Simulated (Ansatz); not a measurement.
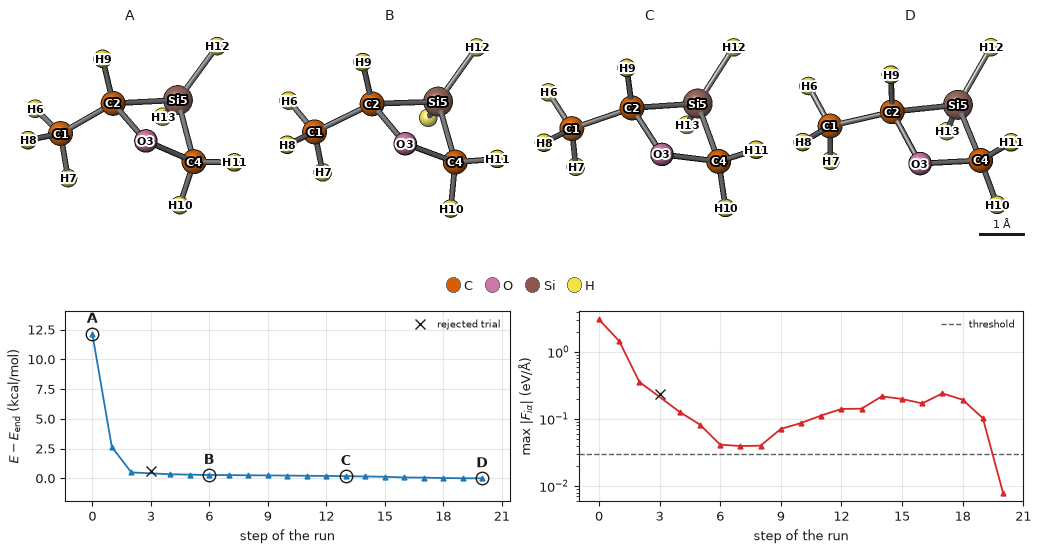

Frames of a relaxation of C3H8OSi (coarse preliminary run), marked on the history of the run. Style: ball-and-stick. Shown at a tilt.

The start comes from a force field.

Method: RKS PBE-D4/def2-SVP (Ansatz).

Input file:
```yaml
crystal:
  periodic: [false, false, false]
  atoms:
    - {symbol: C, position_ang: [-1.452700, 0.706300, 0.187400]}
    - {symbol: C, position_ang: [-0.462100, -0.248900, 0.634300]}
    - {symbol: O, position_ang: [-0.355500, -1.338300, -0.312600]}
    - {symbol: C, position_ang: [0.923400, -0.896900, -1.022900]}
    - {symbol: Si, position_ang: [1.344000, 0.190100, 0.374800]}
    - {symbol: H, position_ang: [-1.511600, 1.650500, 0.822200]}
    - {symbol: H, position_ang: [-1.312500, 1.089800, -0.850700]}
    - {symbol: H, position_ang: [-2.461200, 0.319900, 0.213600]}
    - {symbol: H, position_ang: [-0.663200, -0.605200, 1.684300]}
    - {symbol: H, position_ang: [0.587100, -0.410300, -1.933700]}
    - {symbol: H, position_ang: [1.515400, -1.740500, -1.203700]}
    - {symbol: H, position_ang: [2.300600, -0.396900, 1.397400]}
    - {symbol: H, position_ang: [1.568600, 1.645600, 0.024400]}
basis:
  gaussian: {orbitals: def2-SVP}
hamiltonian: {xc: pbe, dispersion: d4}
relax: {f_tol: 0.03, max_steps: 200}
```

Run as
```bash
ansatz run in.yaml --threads 4 --pin off --events-out ev --progress --plain --max-ram 10444MiB
```

Q: Describe the path.

A: The energy falls by 12.1 kcal/mol in 19 accepted moves (20 points after the start). The largest force component goes from 3 to 0.0079 eV/Å. The line search rejected the trial step at point 3 of the run. The atom that moves furthest after the best rigid fit is H10 (0.86 Å). Largest moves by element: H 0.86 Å, O 0.64 Å, C 0.30 Å, Si 0.14 Å. Near-neighbour distances that change, for instance: C4–Si5 1.820 → 1.915 Å, O3–C4 1.528 → 1.447 Å, C4–H11 1.046 → 1.117 Å, C1–C2 1.447 → 1.516 Å. Bond angles that change, for instance: H12–Si5–H13 115.7° → 109.2°, C2–Si5–H12 115.0° → 121.0°, O3–C4–H10 105.1° → 110.8°. Groups turn about O3–C4 by about 40°, C2–O3 by about 35°, C2–Si5 by about 30°. The run took 28 s on 4 threads of Arm Neoverse V1, with other jobs on the host. From step 0 to 6: H6 moves most (0.28 Å), energy −11.9 kcal/mol. From step 6 to 13: H10 moves most (0.34 Å), energy −0.10 kcal/mol. From step 13 to 20: O and H atoms move most (0.28 Å), energy −0.18 kcal/mol.
